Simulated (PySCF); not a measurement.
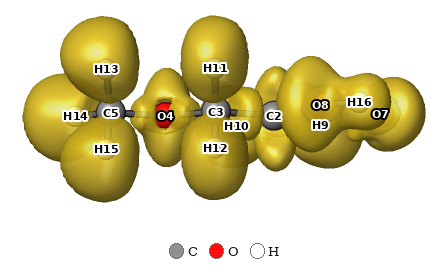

C$_{5}$H$_{8}$O$_{3}$ (SMILES C=C(COC)C(=O)O). Isosurface of the ELF at 0.75 (yellow), seen from one side. Core shells and regions of very low density are left out.

Geometry: GFN2-xTB.

All numbers below come from wB97X-D/def2-SVPD, SCF density, gas phase (PySCF 2.14.0).

Input

```
{"job": {"kind": "uv", "xc": "wB97X-D", "basis": "def2-SVPD", "nstates": 8, "ntriplets": 3}, "charge": 0, "multiplicity": 1}
C     -1.305572     1.495059    -0.428975
C     -0.959120     0.219702    -0.284367
C      0.393939    -0.235144     0.180579
O      1.228871     0.866328     0.434854
C      2.504894     0.484633     0.877126
C     -1.945393    -0.842975    -0.592105
O     -3.070474    -0.654951    -0.978732
O     -1.460122    -2.081612    -0.395621
H     -2.294913     1.753002    -0.766747
H     -0.608428     2.283839    -0.212543
H      0.839634    -0.886081    -0.590146
H      0.275508    -0.847328     1.090402
H      3.020908    -0.128475     0.127320
H      3.064851     1.402871     1.041122
H      2.450195    -0.082462     1.815212
H     -2.142377    -2.737463    -0.610695
```

Run with:

```sh
OMP_NUM_THREADS=1 python probes_run.py task.json out
```

Question: Describe the localisation domains.

Answer: The ELF exceeds this value in three regions between bonded C–C atoms (shared pairs), seven regions around hydrogen nuclei, two regions on O in which the atom's valence shell and bonds are merged and one joined region spread over several atoms (H, O), in which their bonds and any lone pairs are merged. Along the contacts the grid gives the following. C–O (1.20 Å): the ELF peaks at about 0.85 between the atoms: a short, multiple covalent bond. C–C (1.33 Å): the ELF peaks at about 0.95 between the atoms; a short, multiple covalent bond.
